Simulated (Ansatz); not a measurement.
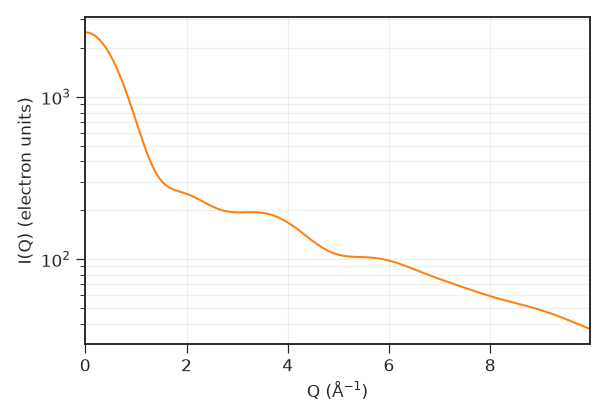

Elastic X-ray scattering of a randomly oriented, rigid molecule, calculated with the Debye equation from neutral-atom form factors (independent atoms, no Compton part, no vibration). The geometry is the end point of an optimisation (RKS BLYP/def2-SVP in Ansatz); it may be a saddle point or a higher isomer. It contains Al, S, C, N, H.

**How many electrons does the independent-atom model of the molecule hold?**

I(0) is the square of the electron number: I(0) = 2500, so about 50 electrons, the count of CH8AlNS.

**What radius of gyration does the initial fall-off give?**

From I(Q) ≈ I(0) exp(−Q²R²/3) at small Q, R ≈ 2.00 Å. It is larger than the electron-weighted radius of the nuclear positions alone (1.85 Å), because each atom's electron cloud adds to it.
